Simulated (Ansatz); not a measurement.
**C2H6Cl2Si (SMILES C[Si](C)(Cl)Cl): levels of theory compared**

Wanted: a comparison of 6 runs (B3LYP/6-31G*, BLYP/def2-SVP, CAM-B3LYP/def2-SVP, SVWN5/def2-SVP, wB97M-V/def2-SVP) of C2H6Cl2Si. 

The results are computed with Ansatz 0.2.0.

81 further runs of the same task are left out: 81 set aside as unsound or not needed.

### 1 Starting point

C2H6Cl2Si: 11 atoms, total charge 0, spin state singlet. SMILES: `C[Si](C)(Cl)Cl`. The Si2–Cl5 distance was set to 3.087 Å, away from the relaxed value. At this shape a bond of the SMILES string is far longer than usual.

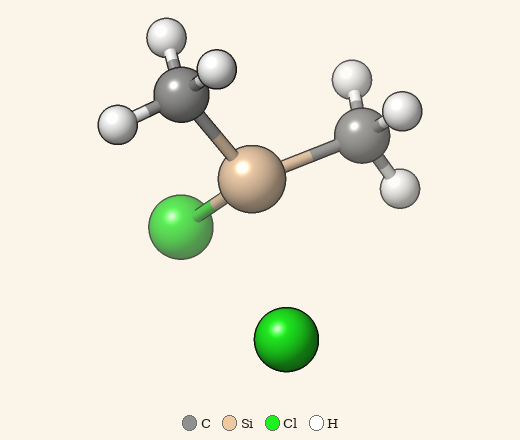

Viewed from a chosen angle; carbon grey, silicon light orange, chlorine green, hydrogen white.

### 2 A single-point energy at B3LYP/6-31G(d) (spherical functions) (run 1)

in.yaml reads:

```yaml
crystal:
  periodic: [false, false, false]
  atoms:
    - {symbol: C, position_ang: [-1.825262, -0.705394, 0.510270]}
    - {symbol: Si, position_ang: [-0.301042, -0.564944, -0.529750]}
    - {symbol: C, position_ang: [1.063448, -1.719344, -0.050020]}
    - {symbol: Cl, position_ang: [-0.808312, -0.926164, -2.491400]}
    - {symbol: Cl, position_ang: [0.750400, 2.332220, -0.351670]}
    - {symbol: H, position_ang: [-1.591362, -0.489644, 1.555630]}
    - {symbol: H, position_ang: [-2.585442, 0.001126, 0.172490]}
    - {symbol: H, position_ang: [-2.236802, -1.715494, 0.444150]}
    - {symbol: H, position_ang: [1.373918, -1.530804, 0.980560]}
    - {symbol: H, position_ang: [1.927518, -1.582634, -0.702590]}
    - {symbol: H, position_ang: [0.728118, -2.756154, -0.131260]}
basis:
  gaussian: {orbitals: 6-31G_st_-spherical.json}
hamiltonian: {xc: {name: B3LYP}}
accuracy: high
output: {orbitals: {seedname: orbitals}}
```

The basis set 6-31G* is read from a file made from the Basis Set Exchange's data (not shown).

Started as:

```console
$ ansatz run in.yaml --threads 1 --pin off --max-ram 3480MiB --events-out events.jsonl --progress --plain --runs-dir runs
```

The program printed:

```text
Warning: RAYON_NUM_THREADS=1 ignored (pool sized by the plan → 1); use --threads N
Functional definition: B3LYP
  name "B3LYP"
  parameter a0 = 0.2
  parameter ax = 0.72
  parameter ac = 0.81
  exchange = (1 - a0 - ax)*slater_x + ax*b88_x + a0*exact_x
  correlation = (1 - ac)*vwn_rpa_c + ac*lyp_c
2138 factors; integrals over basis functions are off by at most 7.3e-9 eV
mean field evaluation 1: about -35087.1070 eV, gradient 5.8e1 eV
mean field evaluation 2: about -35077.0958 eV, gradient 7.7e1 eV
mean field evaluation 4: about -35095.6349 eV, gradient 3.6e0 eV
mean field evaluation 8: about -35095.8516 eV, gradient 1.7e-1 eV
mean field evaluation 16: about -35095.8517 eV, gradient 2.2e-5 eV
mean field -35095.85174913 eV, -1289.7487629577 hartree, gradient 5.0e-8 eV, S^2 0.000000; 0 other end points of the search recorded, 0 dependent functions left out
reference -35095.85179245 eV, -1289.7487645499 hartree; 33, 33 occupied and 61, 61 virtual orbitals, 2138 factors
Total energy: -35095.85179245 eV, -1289.7487645499 hartree
```

Run time: 14 s. Hardware: 1 thread of Arm Neoverse V1, shared host; peak memory 0.37 GiB.

### 3 A single-point energy at B3LYP/6-31G(d) (Cartesian functions) (run 2)

run.yaml reads:

```yaml
crystal:
  periodic: [false, false, false]
  atoms:
    - symbol: C
      position_ang: [-1.825262, -0.705394, 0.510270]
    - symbol: Si
      position_ang: [-0.301042, -0.564944, -0.529750]
    - symbol: C
      position_ang: [1.063448, -1.719344, -0.050020]
    - symbol: Cl
      position_ang: [-0.808312, -0.926164, -2.491400]
    - symbol: Cl
      position_ang: [0.750400, 2.332220, -0.351670]
    - symbol: H
      position_ang: [-1.591362, -0.489644, 1.555630]
    - symbol: H
      position_ang: [-2.585442, 0.001126, 0.172490]
    - symbol: H
      position_ang: [-2.236802, -1.715494, 0.444150]
    - symbol: H
      position_ang: [1.373918, -1.530804, 0.980560]
    - symbol: H
      position_ang: [1.927518, -1.582634, -0.702590]
    - symbol: H
      position_ang: [0.728118, -2.756154, -0.131260]
basis:
  gaussian: {orbitals: "6-31G*"}
hamiltonian: {xc: {name: B3LYP}}
accuracy: high
output: {orbitals: {seedname: orbitals}}
```

Started as:

```console
$ ansatz run run.yaml --threads 1 --pin off --max-ram 3480MiB --events-out events.jsonl --progress --plain --runs-dir runs
```

The program printed, cut to the lines that bear on the results:

```text
Warning: RAYON_NUM_THREADS=1 ignored (pool sized by the plan → 1); use --threads N
[... 7 set-up lines as earlier in the session ...]
2189 factors; integrals over basis functions are off by at most 6.4e-9 eV
mean field evaluation 1: about -35087.4191 eV, gradient 5.9e1 eV
mean field evaluation 2: about -35077.3175 eV, gradient 7.8e1 eV
mean field evaluation 4: about -35095.9499 eV, gradient 3.8e0 eV
mean field evaluation 8: about -35096.1214 eV, gradient 1.5e-1 eV
mean field evaluation 16: about -35096.1215 eV, gradient 2.8e-5 eV
mean field -35096.12146733 eV, -1289.7586749187 hartree, gradient 2.7e-8 eV, S^2 0.000000; 0 other end points of the search recorded, 0 dependent functions left out
reference -35096.12151066 eV, -1289.7586765112 hartree; 33, 33 occupied and 66, 66 virtual orbitals, 2189 factors
Total energy: -35096.12151066 eV, -1289.7586765112 hartree
```

Wall time 15 s (1 thread of Arm Neoverse V1, shared host); peak memory 0.39 GiB.

Runs 3 to 4 aren't shown in full; the table further down has their settings and results.

### 4 The energy at SVWN5/def2-SVP (run 5)

Edit in.yaml of step 2 so:

```diff
@@ -15,5 +15,8 @@
 basis:
-  gaussian: {orbitals: 6-31G_st_-spherical.json}
-hamiltonian: {xc: {name: B3LYP}}
+  gaussian:
+    orbitals: def2-SVP
+hamiltonian:
+  xc: {name: SVWN5}
 accuracy: high
-output: {orbitals: {seedname: orbitals}}
+output:
+  orbitals: {seedname: orbitals}
```

Started as:

```console
$ ansatz run in.yaml --threads 1 --pin off --max-ram 3480MiB --events-out events.jsonl --progress --plain --runs-dir runs
```

The program printed:

```text
Warning: RAYON_NUM_THREADS=1 ignored (pool sized by the plan → 1); use --threads N
Functional definition: SVWN5
  name "SVWN5"
  exchange = slater_x
  correlation = vwn5_c
2477 factors; integrals over basis functions are off by at most 9.2e-9 eV
mean field evaluation 1: about -34936.7193 eV, gradient 7.5e1 eV
mean field evaluation 2: about -34909.4555 eV, gradient 1.1e2 eV
mean field evaluation 4: about -34950.0712 eV, gradient 1.6e1 eV
mean field evaluation 8: about -34950.9909 eV, gradient 1.5e-1 eV
mean field evaluation 16: about -34950.9819 eV, gradient 2.1e-5 eV
mean field -34950.98191436 eV, -1284.4248947263 hartree, gradient 9.4e-8 eV, S^2 0.000000; 0 other end points of the search recorded, 0 dependent functions left out
reference -34950.98191744 eV, -1284.4248948396 hartree; 33, 33 occupied and 79, 79 virtual orbitals, 2477 factors
Total energy: -34950.98191744 eV, -1284.4248948396 hartree
```

Run time: 9 s. Hardware: 1 thread of Arm Neoverse V1, shared host; peak memory 0.31 GiB.

### 5 A single-point energy at wB97M-V/def2-SVP (run 6)

job.yaml reads:

```yaml
crystal:
  periodic: [false, false, false]
  atoms:
    - {symbol: C, position_ang: [-1.825262, -0.705394, 0.510270]}
    - {symbol: Si, position_ang: [-0.301042, -0.564944, -0.529750]}
    - {symbol: C, position_ang: [1.063448, -1.719344, -0.050020]}
    - {symbol: Cl, position_ang: [-0.808312, -0.926164, -2.491400]}
    - {symbol: Cl, position_ang: [0.750400, 2.332220, -0.351670]}
    - {symbol: H, position_ang: [-1.591362, -0.489644, 1.555630]}
    - {symbol: H, position_ang: [-2.585442, 0.001126, 0.172490]}
    - {symbol: H, position_ang: [-2.236802, -1.715494, 0.444150]}
    - {symbol: H, position_ang: [1.373918, -1.530804, 0.980560]}
    - {symbol: H, position_ang: [1.927518, -1.582634, -0.702590]}
    - {symbol: H, position_ang: [0.728118, -2.756154, -0.131260]}
basis:
  gaussian: {orbitals: def2-SVP}
hamiltonian: {xc: {name: wB97M-V}}
accuracy: high
output: {orbitals: {seedname: orbitals}}
```

Started as:

```console
$ ansatz run job.yaml --threads 1 --pin off --max-ram 3480MiB --events-out events.jsonl --progress --plain --runs-dir runs
```

The program printed, cut to the lines that bear on the results:

```text
Warning: RAYON_NUM_THREADS=1 ignored (pool sized by the plan → 1); use --threads N
Functional definition: wB97M-V
  name "wB97M-V"
[...]
  gx(w, u) = 1 - cx + cx01*u + cx10*w
  gss(w, u) = css00 + css04*u^4 + css10*w + css20*w^2 + css43*w^4*u^3
  gos(w, u) = cos00 + cos10*w + (cos20 + cos21*u)*w^2 + (cos60 + cos61*u)*w^6
[...]
      + integral(e_c_pw_mod_opposite_spin*gos(b97_w_opposite, b97_u_opposite)) + vv10(b, c)
2477 factors; integrals over basis functions are off by at most 9.2e-9 eV
458 factors; integrals over basis functions are off by at most 2.4e-9 eV
[...]
mean field -35080.81908488 eV, -1289.1963227360 hartree, gradient 2.3e-8 eV, S^2 0.000000; 0 other end points of the search recorded, 0 dependent functions left out
reference -35080.81908930 eV, -1289.1963228987 hartree; 33, 33 occupied and 79, 79 virtual orbitals, 2477 factors
Total energy: -35080.81908930 eV, -1289.1963228987 hartree
```

It took 2.3 min on 1 thread of Arm Neoverse V1, shared host; peak memory 0.83 GiB.

### 6 All runs side by side

| run | level | Cartesian functions | energy (Eh) | HOMO energy (eV) | LUMO energy (eV) | HOMO–LUMO gap (eV) | wall time |
| --- | --- | --- | --- | --- | --- | --- | --- |
| 1 | B3LYP/6-31G* (spherical functions) | no | -1289.748765 | -6.91 | -3.42 | 3.49 | 14 s |
| 2 | B3LYP/6-31G* (Cartesian functions) | yes | -1289.758677 | -6.91 | -3.42 | 3.49 | 15 s |
| 3 | BLYP/def2-SVP | no | -1289.246915 | -5.25 | -3.48 | 1.77 | 13 s |
| 4 | CAM-B3LYP/def2-SVP | no | -1289.286161 | -8.17 | -1.93 | 6.24 | 19 s |
| 5 | SVWN5/def2-SVP | no | -1284.424895 | -5.54 | -3.79 | 1.75 | 9 s |
| 6 | wB97M-V/def2-SVP | no | -1289.196323 | -9.07 | -1.06 | 8.01 | 2.3 min |

### 7 Results

| quantity | value |
| --- | --- |
| run 6: total energy | -1289.19632 Eh |
| run 6: HOMO energy | -9.07 eV |
| run 6: LUMO energy | -1.06 eV |
| run 6: HOMO–LUMO gap | 8.01 eV |

In words: The HOMO–LUMO gap runs from 1.75 eV (SVWN5/def2-SVP) to 8.01 eV (wB97M-V/def2-SVP). Totals of different functionals can't be ranked against each other. All runs together took 3.5 min, the longest 2.3 min.
